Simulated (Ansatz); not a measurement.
A computed series for ZnS: response to strain

Consider ZnS in the zinc blende structure (space group F-43m, No. 216; a = 5.357 Å).

Strains are applied to the cell and any free atomic positions relax.

Level of theory: PBEsol, PAW, 420 eV (Ansatz, an electronic-structure program; spin-orbit coupling left out).

Notes on the quantities. energy relative to the base: free energy F.

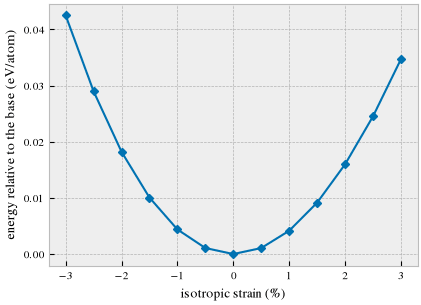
Figure. Energy relative to the base against isotropic strain

```
isotropic strain (%)  energy relative to the base
--------------------  ---------------------------
-3                                   +42 meV/atom
-2.5                                 +29 meV/atom
-2                                   +18 meV/atom
-1.5                                 +10 meV/atom
-1                                  +4.4 meV/atom
-0.5                                +1.1 meV/atom
0.5                                 +1.1 meV/atom
1                                   +4.1 meV/atom
1.5                                 +9.1 meV/atom
2                                    +16 meV/atom
2.5                                  +25 meV/atom
3                                    +35 meV/atom
```

Stability against distortions was not tested.
